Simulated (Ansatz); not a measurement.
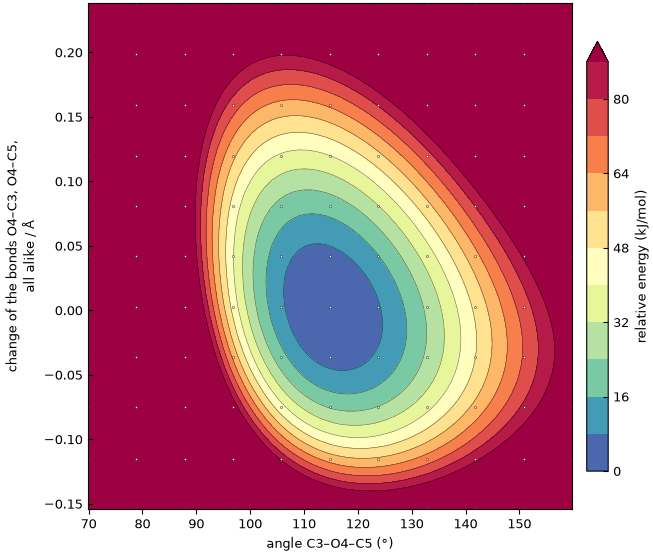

C3H5FO2, SMILES O=CCOCF. Coordinates scanned: (1) angle C3–O4–C5; (2) change of the bonds O4–C3, O4–C5, all alike. Nothing is relaxed (all other coordinates rigid). The scan uses an 11 × 11 grid. Points are written as (first, second). Energies: kJ/mol, counted from the relaxed molecule at the same level. Method: Ansatz, RKS PBE-D4/def2-SVP.

In the figure: filled contours, dots at the grid points, one colour for all values above the top of the scale. Between grid points the surface is interpolated.

### Estimate the position of the minimum and the force constants in these coordinates.

The interpolated minimum is at angle C3–O4–C5 ≈ 114.8°, the second coordinate ≈ 0.000 Å. The curvatures there are about 6.9 eV/rad² and 73 eV/Å², with a cross term of about 5.8 eV/(rad·Å). Round the minimum the valley is somewhat tilted: raising angle C3–O4–C5 shifts the best value of the second coordinate downwards (coupling k₁₂/√(k₁₁k₂₂) about 0.3). (1 eV is 96.5 kJ/mol.)
